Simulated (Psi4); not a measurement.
# GeS (germanium sulfide): CCSD/aug-cc-pVTZ

Aim: the energy change on altering one bond length of GeS (germanium sulfide) at CCSD/aug-cc-pVTZ, from 2 runs. 

The calculation is run with Psi4 1.11.

1 further run of the same task is left out (it didn't finish).

**1. The system as given**

GeS has 2 atoms, charge 0, and is taken as a singlet. As SMILES, `[S+]#[Ge-]`. Geometry: the measured bond length.

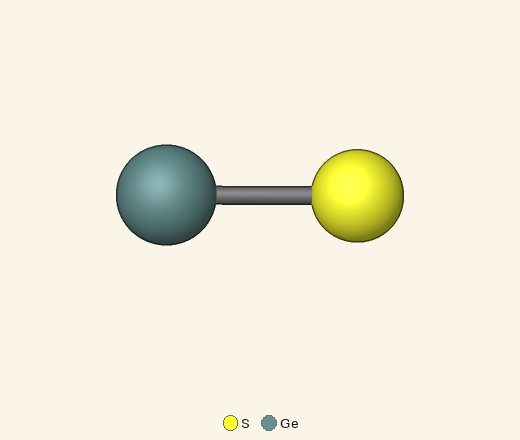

Viewed from a chosen angle; sulfur yellow, germanium teal.

**2. The energy at CCSD/aug-cc-pVTZ**

File ges.xyz:

```xyz
2
GeS
S      0.000000     0.000000     0.000000
Ge     0.000000     0.000000     2.012086
```

File run.py:

```python
import numpy as np
from ase.calculators.psi4 import Psi4
from ase.io import read

mol = read('ges.xyz')
calc = Psi4(atoms=mol, method='ccsd', basis='aug-cc-pVTZ', memory='1600MB', num_threads=1, charge=0, multiplicity=1, label='calc')
calc.psi4.set_options({'puream': True, 'e_convergence': 1e-09, 'd_convergence': 1e-08, 'scf_type': 'pk', 'num_frozen_docc': 14})
mol.calc = calc

print(f'energy: {mol.get_potential_energy():.6f} eV')
```

Run with:

```console
$ python run.py
```

calc.dat:

```text
[...]
  Running in c1 symmetry.
[...]
  Nuclear repulsion =  134.655641887593276
[...]
  Multiplicity = 1
[...]
  Nalpha       = 24
  Nbeta        = 24
[...]
    Number of basis functions: 109
[...]
   @RHF iter   1: -2471.83242117817281   -3.35273e+00   1.86088e-02 DIIS/ADIIS
[...]
   @RHF iter  12: -2472.98949786457524   -1.00044e-11   2.34170e-09 DIIS
[...]
    Orbital Energies [Eh]
    ---------------------
    Doubly Occupied:
       1A   -405.276586     2A    -91.939485     3A    -52.182414
       4A    -46.269009     5A    -46.269009     6A    -46.266965
       7A     -8.941852     8A     -7.225541     9A     -6.622012
      10A     -6.621186    11A     -6.621186    12A     -5.198892
      13A     -5.198892    14A     -5.192948    15A     -1.675846
      16A     -1.675846    17A     -1.668105    18A     -1.668045
      19A     -1.668045    20A     -0.928262    21A     -0.584095
      22A     -0.382735    23A     -0.377490    24A     -0.377490
[...]
  @RHF Final Energy: -2472.98949786457524
   => Energetics <=
    Nuclear Repulsion Energy =            134.6556418875932764
    One-Electron Energy =               -3713.6264016443815308
    Two-Electron Energy =                1105.9812618922128422
    Total Energy =                      -2472.9894978645752417
[...]
 Multipole Moments:
 ------------------------------------------------------------------------------------
     Multipole            Electronic (a.u.)      Nuclear  (a.u.)        Total (a.u.)
 ------------------------------------------------------------------------------------
 L = 1.  Multiply by 2.5417464519 to convert [e a0] to [Debye]
 Dipole X            :          0.0000000            0.0000000            0.0000000
 Dipole Y            :         -0.0000000            0.0000000           -0.0000000
 Dipole Z            :          6.8284233           -5.7319003            1.0965230
 Magnitude           :                                                    1.0965230
[...]
      * MP2 total energy                      = -2473.326507275803579
[...]
      * CCSD total energy                     = -2473.341120277425489
```

On the terminal:

```text
energy: -67303.039994 eV
```

It took 2.2 min on 1 thread of Intel Xeon Platinum 8259CL at 2.50GHz (Skylake/Cascade Lake), shared host; peak memory 1.3 GiB.

**3. The distorted shape at the same level**

File ges.xyz:

```xyz
2
GeS
S      0.000000     0.000000    -1.006014
Ge     0.000000     0.000000     2.012086
```

File calc.py:

```python
import psi4

psi4.set_memory(1600000000)
psi4.set_num_threads(1)
psi4.set_output_file('output.dat', False)

with open('ges.xyz') as f:
    atoms = ''.join(f.readlines()[2:])
mol = psi4.geometry('0 1\n' + atoms + 'symmetry c1\nno_reorient\nno_com')

psi4.set_options(dict(basis='aug-cc-pVTZ', puream=True, e_convergence=1e-09, d_convergence=1e-08, scf_type='pk', num_frozen_docc=14))

e_tot = psi4.energy("ccsd", molecule=mol)
print('E =', round(e_tot, 9))
for k, v in sorted(psi4.core.scalar_variables().items()):
    print(f'{k:45s} {v:18.10f}')
```

Run with:

```console
$ python calc.py
```

output.dat:

```text
[...]
  Running in c1 symmetry.
[...]
  Nuclear repulsion =   89.771290501653368
[...]
  Multiplicity = 1
[...]
  Nalpha       = 24
  Nbeta        = 24
[...]
    Number of basis functions: 109
[...]
   @RHF iter   1: -2471.46695737960454   -3.78557e+00   1.88511e-02 DIIS/ADIIS
[...]
   @RHF iter  16: -2472.81175319947579   -1.00044e-11   3.52763e-09 DIIS
[...]
    Orbital Energies [Eh]
    ---------------------
    Doubly Occupied:
       1A   -405.354903     2A    -91.927252     3A    -52.258015
       4A    -46.344484     5A    -46.344484     6A    -46.342259
       7A     -8.921642     8A     -7.298336     9A     -6.602175
      10A     -6.599369    11A     -6.599369    12A     -5.271659
      13A     -5.271659    14A     -5.261356    15A     -1.750480
      16A     -1.750480    17A     -1.737714    18A     -1.737714
      19A     -1.733479    20A     -0.809524    21A     -0.628414
      22A     -0.312722    23A     -0.312722    24A     -0.310897
[...]
  @RHF Final Energy: -2472.81175319947579
   => Energetics <=
    Nuclear Repulsion Energy =             89.7712905016533682
    One-Electron Energy =               -3622.2038818422920485
    Two-Electron Energy =                1059.6208381411629489
    Total Energy =                      -2472.8117531994757883
[...]
 Multipole Moments:
 ------------------------------------------------------------------------------------
     Multipole            Electronic (a.u.)      Nuclear  (a.u.)        Total (a.u.)
 ------------------------------------------------------------------------------------
 L = 1.  Multiply by 2.5417464519 to convert [e a0] to [Debye]
 Dipole X            :          0.0000000            0.0000000            0.0000000
 Dipole Y            :         -0.0000000            0.0000000           -0.0000000
 Dipole Z            :        -88.5450542           91.2558724            2.7108182
 Magnitude           :                                                    2.7108182
[...]
      * MP2 total energy                      = -2473.137387816911541
[...]
      * CCSD total energy                     = -2473.185125632770905
```

The script printed:

```text
E = -2473.185125633
CC D1 DIAGNOSTIC                                    0.3967423107
CC D2 DIAGNOSTIC                                    0.3330048516
CC NEW D1 DIAGNOSTIC                                0.3967423107
CC T1 DIAGNOSTIC                                    0.1347759897
CCSD CORRELATION ENERGY                            -0.3733724333
CCSD DOUBLES ENERGY                                -0.3733724333
CCSD ITERATIONS                                    24.0000000000
CCSD OPPOSITE-SPIN CORRELATION ENERGY              -0.2843056780
CCSD SAME-SPIN CORRELATION ENERGY                  -0.0890667553
CCSD SINGLES ENERGY                                 0.0000000000
CCSD TOTAL ENERGY                               -2473.1851256328
CURRENT CORRELATION ENERGY                         -0.3733724333
CURRENT ENERGY                                  -2473.1851256328
CURRENT REFERENCE ENERGY                        -2472.8117531995
DD SOLVATION ENERGY                                 0.0000000000
HF KINETIC ENERGY                                2472.3679936802
HF POTENTIAL ENERGY                             -4945.1797468797
HF TOTAL ENERGY                                 -2472.8117531995
HF VIRIAL RATIO                                     2.0001794876
MP2 CORRELATION ENERGY                             -0.3256346174
MP2 DOUBLES ENERGY                                 -0.3256346174
MP2 OPPOSITE-SPIN CORRELATION ENERGY               -0.2438988299
MP2 SAME-SPIN CORRELATION ENERGY                   -0.0817357875
MP2 SINGLES ENERGY                                 -0.0000000000
MP2 TOTAL ENERGY                                -2473.1373878169
NUCLEAR REPULSION ENERGY                           89.7712905017
ONE-ELECTRON ENERGY                             -3622.2038818423
PCM POLARIZATION ENERGY                             0.0000000000
PE ENERGY                                           0.0000000000
SCF ITERATION ENERGY                            -2472.8117531995
SCF ITERATIONS                                     16.0000000000
SCF TOTAL ENERGY                                -2472.8117531995
TWO-ELECTRON ENERGY                              1059.6208381412
```

Wall time 2.2 min (1 thread of Intel Xeon Platinum 8259CL at 2.50GHz (Skylake/Cascade Lake), shared host); peak memory 1.3 GiB.

**4. Results**

Level: CCSD/aug-cc-pVTZ, 14 core orbitals frozen.

```
                                                          quantity           value
                                         first shape: total energy  -2473.34112 Eh
                  first shape: HOMO energy (Hartree–Fock orbitals)       -10.27 eV
                  first shape: LUMO energy (Hartree–Fock orbitals)         0.25 eV
                first shape: HOMO–LUMO gap (Hartree–Fock orbitals)        10.52 eV
         first shape: correlation energy (14 core orbitals frozen)      -351.6 mEh
                                        first shape: T1 diagnostic           0.019
                                     distorted shape: total energy  -2473.18513 Eh
              distorted shape: HOMO energy (Hartree–Fock orbitals)        -8.46 eV
              distorted shape: LUMO energy (Hartree–Fock orbitals)        -1.41 eV
            distorted shape: HOMO–LUMO gap (Hartree–Fock orbitals)         7.05 eV
     distorted shape: correlation energy (14 core orbitals frozen)      -373.4 mEh
                                    distorted shape: T1 diagnostic           0.135
energy change with the S1–Ge2 bond stretched from 2.012 to 3.018 Å        4.245 eV
```

In words: With the S1–Ge2 bond stretched from 2.012 to 3.018 Å the energy rises by 4.24 eV (410 kJ/mol). The first shape isn't relaxed at this level, so the change isn't measured from a minimum. A restricted reference can't describe the breaking bond well at this length. The T1 diagnostic (distorted shape) of 0.135 is above the customary mark for such species, so a single reference may not serve.
